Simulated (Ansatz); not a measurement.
```yaml
crystal:
  lattice:
    - [4.05247, 0.00000, 0.00000]
    - [-2.02624, 3.50954, 0.00000]
    - [0.00000, 0.00000, 25.02399]
  atoms:
    - { symbol: Sn, position: [0.33333, 0.66667, 0.26758] }
    - { symbol: Sn, position: [0.00000, 0.00000, 0.60092] }
    - { symbol: Sn, position: [0.66667, 0.33333, 0.93425] }
    - { symbol: Sn, position: [0.33333, 0.66667, 0.06575] }
    - { symbol: Sn, position: [0.00000, 0.00000, 0.39908] }
    - { symbol: Sn, position: [0.66667, 0.33333, 0.73242] }
    - { symbol: Ge, position: [0.00000, 0.00000, 0.18970] }
    - { symbol: Ge, position: [0.66667, 0.33333, 0.52303] }
    - { symbol: Ge, position: [0.33333, 0.66667, 0.85636] }
    - { symbol: Ge, position: [0.66667, 0.33333, 0.14364] }
    - { symbol: Ge, position: [0.33333, 0.66667, 0.47697] }
    - { symbol: Ge, position: [0.00000, 0.00000, 0.81030] }
    - { symbol: Ge, position: [0.00000, 0.00000, 0.00000] }
    - { symbol: Ge, position: [0.66667, 0.33333, 0.33333] }
    - { symbol: Ge, position: [0.33333, 0.66667, 0.66667] }
```

Space group R-3m; a structure from a database of computed crystals, not necessarily the ambient phase; a generated structure, not necessarily the stable one.

The calculation used Ansatz 0.2.0, DFT PBE, scalar-relativistic, plane waves, PAW.

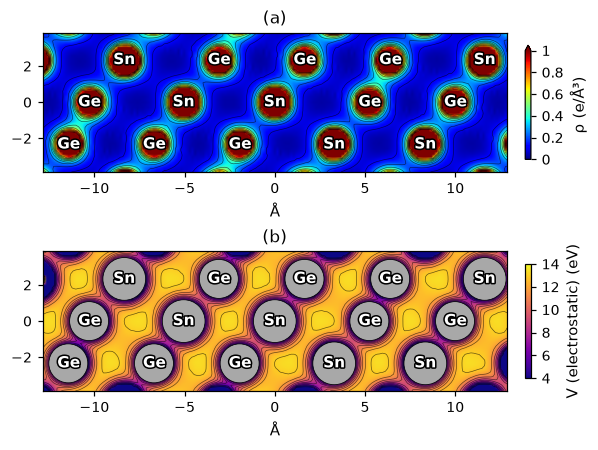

Sn2Ge3. (a) valence pseudo-density; (b) electrostatic potential energy of an electron on the (110) plane of the conventional cell. Grey discs cover the atomic cores in the potential map.

Core electrons are frozen (PAW), and the valence fields are smoothed inside the atomic spheres.

What does the map show?

Atoms in the plane: Sn and Ge.
Ge–Ge (2.61 Å): ρ is about 0.37 e/Å³ halfway.
Sn–Ge (2.86 Å): ρ at the midpoint is about 0.28 e/Å³.
Sn–Ge (3.05 Å): the density is about 0.2 e/Å³ at the midpoint.
Between the atoms the lowest density in this plane is 0.03 e/Å³.
Outside the cores the potential energy rises away from the atoms and is highest about 2.5 Å from the nearest atoms; its zero is arbitrary.
